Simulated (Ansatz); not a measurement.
**BNH4 (BH2(NH2)) at RPA@PBE/STO-3G**

What is the vertical ionisation energy of BNH4 (BH2(NH2)) at RPA@PBE/STO-3G? 

The results are computed with Ansatz 0.2.0.

55 further runs of the same task are left out: 55 set aside as unsound or not needed.

### 1 The structure to begin with

BNH4: 6 atoms, total charge 0, spin state singlet. As SMILES, `[H]B([H])N`. Geometry: relaxed at GFN2-xTB.

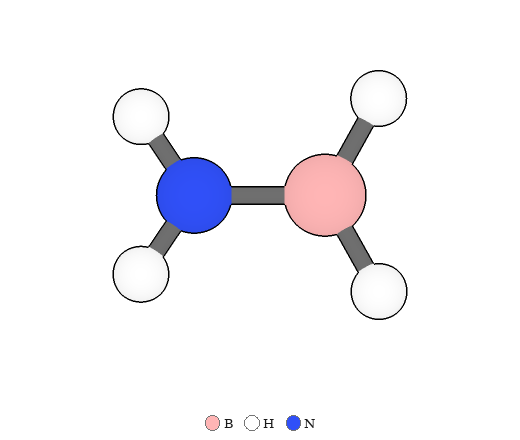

Viewed from a chosen angle; boron pink, hydrogen white, nitrogen blue.

### 2 A single-point energy at RPA@PBE/STO-3G

in.yaml reads:

```yaml
crystal:
  periodic: [false, false, false]
  atoms:
    - {symbol: B, position_ang: [0.341950, 0.595150, 0.003650]}
    - {symbol: H, position_ang: [1.330110, 0.674300, 0.627440]}
    - {symbol: H, position_ang: [-0.078600, 1.496820, -0.614110]}
    - {symbol: "N", position_ang: [-0.345390, -0.598720, -0.003870]}
    - {symbol: H, position_ang: [-1.199300, -0.750580, -0.515060]}
    - {symbol: H, position_ang: [-0.048780, -1.416960, 0.501960]}
basis:
  gaussian:
    orbitals: STO-3G
total_charge: 0
hamiltonian:
  xc: {name: PBE}
correlation:
  method: rpa
  frozen_orbitals: {B: 1, H: 0, "N": 1}
accuracy: high
```

Started as:

```console
$ ansatz run in.yaml --threads 1 --pin off --max-ram 2610MiB --events-out events.jsonl --progress --plain --runs-dir runs
```

The program printed:

```text
Warning: RAYON_NUM_THREADS=1 ignored (pool sized by the plan → 1); use --threads N
Functional definition: PBE
  name "PBE"
  parameter kappa = 0.804
  parameter beta = 0.06672455060314922
  exchange = pbe_x(kappa = kappa, mu = beta*pi^2/3)
  correlation = pbe_c(beta = beta)
230 factors; integrals over basis functions are off by at most 7.7e-9 eV
mean field evaluation 1: about -2200.3908 eV, gradient 8.6e0 eV
mean field evaluation 2: about -2200.3322 eV, gradient 8.5e0 eV
mean field evaluation 4: about -2200.5333 eV, gradient 2.9e0 eV
mean field evaluation 8: about -2200.5647 eV, gradient 3.1e-3 eV
mean field -2200.56466590 eV, -80.8692598757 hartree, gradient 7.6e-8 eV, S^2 0.000000; 0 other end points of the search recorded, 0 dependent functions left out
2 core orbitals not correlated: weight in the atoms' cores, before any rotation towards them, 1.000 or more for the frozen orbitals, at most 0.000 for the correlated occupied ones
reference -2189.35848097 eV, -80.4574401752 hartree; 6, 6 occupied and 6, 6 virtual orbitals, 230 factors
Total energy: -2194.58546557 eV, -80.6495283161 hartree
```

It took 1.2 s on 1 thread of Arm Neoverse V1, shared host; peak memory 0.091 GiB.

### 3 The doublet cation, same level

molecule.yaml reads:

```yaml
crystal:
  periodic: [false, false, false]
  atoms:
    - {symbol: B, position_ang: [0.341950, 0.595150, 0.003650]}
    - {symbol: H, position_ang: [1.330110, 0.674300, 0.627440]}
    - {symbol: H, position_ang: [-0.078600, 1.496820, -0.614110]}
    - {symbol: N, position_ang: [-0.345390, -0.598720, -0.003870]}
    - {symbol: H, position_ang: [-1.199300, -0.750580, -0.515060]}
    - {symbol: H, position_ang: [-0.048780, -1.416960, 0.501960]}
basis:
  gaussian:
    orbitals: STO-3G
hamiltonian:
  xc: {name: PBE}
correlation:
  method: rpa
  frozen_orbitals: {B: 1, H: 0, "N": 1}
accuracy: high
total_charge: 1
magnetization:
  spin_polarized: true
  initial_magnetization: 1
```

Started as:

```console
$ ansatz run molecule.yaml --threads 1 --pin off --max-ram 2610MiB --events-out events.jsonl --progress --plain --runs-dir runs
```

The program printed (excerpt; [...] marks lines left out):

```text
Warning: RAYON_NUM_THREADS=1 ignored (pool sized by the plan → 1); use --threads N
[... 2 set-up lines as earlier in the session ...]
[...]
229 factors; integrals over basis functions are off by at most 7.7e-9 eV
[...]
mean field -2190.43560618 eV, -80.4970237966 hartree, gradient 4.2e-9 eV, S^2 0.756760; 4 other end points of the search recorded, 0 dependent functions left out
2 core orbitals not correlated: weight in the atoms' cores, before any rotation towards them, 1.000 or more for the frozen orbitals, at most 0.000 for the correlated occupied ones
reference -2179.95893566 eV, -80.1120132563 hartree; 6, 5 occupied and 6, 7 virtual orbitals, 229 factors
Total energy: -2185.48924298 eV, -80.3152483017 hartree
```

Run time: 3.6 s. Hardware: 1 thread of Arm Neoverse V1, shared host; peak memory 0.12 GiB.

### 4 What came out

At RPA@PBE/STO-3G, 2 core orbitals frozen:

| quantity | value |
| --- | --- |
| singlet BNH4: total energy | -80.64953 Eh |
| singlet BNH4: RPA correlation energy (valence) | -192.1 mEh |
| doublet cation: total energy | -80.31525 Eh |
| doublet cation: RPA correlation energy (valence) | -203.2 mEh |
| doublet cation: ⟨S²⟩ of the reference determinant | 0.757 |
| vertical ionisation energy (to the doublet cation) | 9.096 eV |

In words: Removing an electron at fixed nuclei costs 9.10 eV (878 kJ/mol). In a minimal basis such a difference can be off by several eV, whatever the method.
